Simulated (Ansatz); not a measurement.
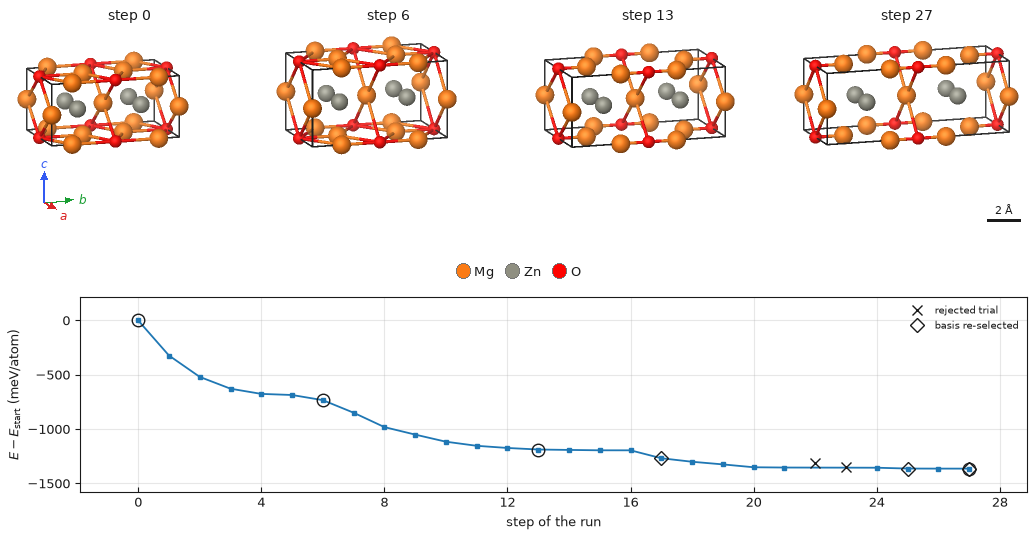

Frames of a relaxation of crystalline Mg3Zn2O (a generated structure, set up in Cmmm) (coarse preliminary run), marked on the history of the run. A ball-and-stick model of the conventional cell (2 times the calculation's cell), seen slightly off an axis. Lengths and directions refer to the drawn axes.

All numbers below come from DFT PBE, scalar-relativistic, plane waves, PAW (Ansatz 0.2.0). (plane-wave cutoff 420 eV; k-point mesh 4 × 4 × 4; occupations gaussian; smearing width 0.1 eV; no spin polarisation; cell and atoms relaxed; force threshold 0.04 eV/Å; at most 70 steps)

### Describe the path.

Over 22 accepted moves (27 points after the start) the energy falls by 1363 meV per atom. The largest force component goes from 2 to 0.0075 eV/Å. Pressure: 37.85 GPa at the start and 0.07 GPa at the end. The line search rejected the trial steps at points 22, 23 of the run. At 3 points the geometry stayed and the basis and grid were re-selected for the new cell (energy shift of 73.0 meV per atom at most each time). The largest moves relative to the cell, 2.22 Å, are those of Mg atoms. Zn and O stay in place. Cell: a 4.985 → 4.625 Å (−7.2 %), b 8.353 → 11.950 Å (+43.1 %), c 3.915 → 4.547 Å (+16.1 %). Volume +54.1 %. Some distances before and after: Mg–Mg 2.675 → 8.273 Å, Mg–Mg 2.371 → 4.720 Å, Mg–O 2.829 → 4.739 Å, Mg–O 2.839 → 1.839 Å. The space group stays Cmmm (No. 65). Cost: 5.3 min on 1 thread of Intel(R) Xeon(R) Processor @ 2.50GHz (Skylake/Cascade Lake), on a shared host, peak memory 0.46 GiB. From step 0 to 6: Mg atoms move most (0.49 Å), volume +41.2 %, energy −733 meV per atom. From step 6 to 13: Mg atoms move most (1.03 Å), volume +5.3 %, energy −454 meV per atom. From step 13 to 27: Mg atoms move most (0.34 Å), volume +3.7 %, energy −176 meV per atom.

Limits of the set-up: the k-point mesh is coarse for a cell with partly filled bands; layers or molecules are held without a dispersion correction, so their spacing is unreliable.
